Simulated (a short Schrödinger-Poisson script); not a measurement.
System: MOS inversion layer, SiO2 on p-type Ge(100), at 300 K.

```
layer  material  thickness (nm)  Na (cm⁻³)
-----  --------  --------------  ---------
1          SiO2               3          -
2            Ge            1600     6.3e16
```

Constants are typed, rounded textbook-type inputs, not results; the design itself was drawn at random and stands for no fabricated device. SiO2: permittivity 3.9, conduction-band edge (eV) 3.1, gap (eV) 9, electron mass (mₑ) 0.5. Ge: permittivity 16, conduction-band edge (eV) 0, gap (eV) 0.664, Nv at 300 K (cm⁻³) 6e18.

Channel valleys (confinement mass, in-plane density-of-states mass, number): L4 0.12, 0.295, 4. At the gate the conduction-band edge of layer 1 lies 3.33 eV − eVg above the Fermi level of the channel; the field vanishes at the back. Gaps are held at their typed values at every temperature. Mesh 0.03 nm at interfaces.

From a short Schrödinger-Poisson script (our own, NumPy): 1D Poisson equation in equilibrium, electrons quantum, Hartree (BenDaniel-Duke, 12 states a valley, the channel's in-plane mass for all, wave functions ending at the dielectric), parabolic valleys, classical holes, full ionisation, no traps, pinning or gate leakage.

Only gate voltages with over 1e8 electrons/cm² are shown.

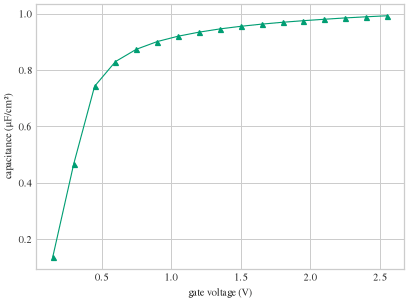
Figure: Quasi-static capacitance against gate voltage

```tsv
Vg (V)	electrons (cm⁻²)	C (μF/cm²)	L4 E0 (meV)	L4 E1 (meV)
0.15	2.71e9	0.138	225.3	266.5
0.3	1.48e11	0.467	120.1	167.4
0.45	7.16e11	0.743	77.8	131.8
0.6	1.45e12	0.830	58.0	118.3
0.75	2.25e12	0.874	45.4	111.1
0.9	3.08e12	0.901	36.1	106.7
1.05	3.93e12	0.920	28.6	103.7
1.2	4.80e12	0.935	22.3	101.5
1.35	5.68e12	0.946	16.8	99.9
1.5	6.57e12	0.955	11.9	98.7
1.65	7.47e12	0.963	7.5	97.7
1.8	8.37e12	0.970	3.5	97.0
1.95	9.28e12	0.975	-0.3	96.4
2.1	1.02e13	0.980	-3.9	95.8
2.25	1.11e13	0.985	-7.2	95.4
2.4	1.20e13	0.989	-10.4	95.1
2.55	1.30e13	0.993	-13.5	94.8
```

Subbands count from the Fermi level.

Only the L valleys are kept; under strong confinement the Δ valleys of Ge fill too.
